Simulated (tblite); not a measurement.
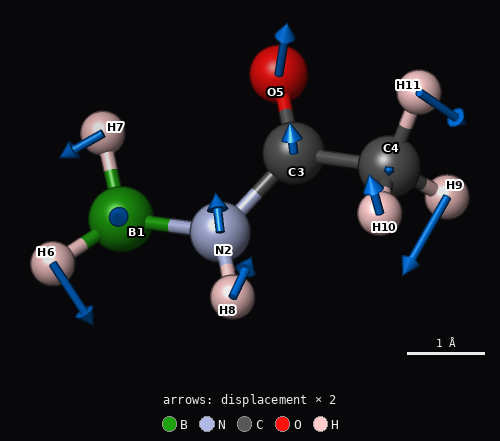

This is a relaxation of C2H6BNO (charge −1, multiplicity 2). The starting structure is drawn; blue arrows show the displacements, 2 times their true length. The two geometries are superimposed by the best rigid fit.

The picture is a ball-and-stick view, seen at a tilt.

Computed with GFN2-xTB geometry optimisation, gas phase in tblite 0.8.0. 

Question: Which element moves most?

Answer: Hydrogen: up to 0.64 Å, against 0.45 Å for oxygen.

Question: What happened in the run?

Answer: The largest move after the best rigid fit is that of H9, 0.64 Å. Largest moves by element: H 0.64 Å, O 0.45 Å, N 0.28 Å, C 0.22 Å, B 0.18 Å. Near-neighbour distances that change, for instance: B1–N2 1.535 → 1.421 Å, N2–C3 1.421 → 1.380 Å, C3–C4 1.489 → 1.529 Å, B1–H6 1.170 → 1.199 Å. Bond angles that change, for instance: B1–N2–C3 117.5° → 133.9°, C3–N2–H8 122.0° → 110.8°, N2–B1–H7 113.9° → 121.9°. Groups turn about C3–C4 by about 35°. The energy falls by 65.9 kJ/mol in 82 geometry steps.
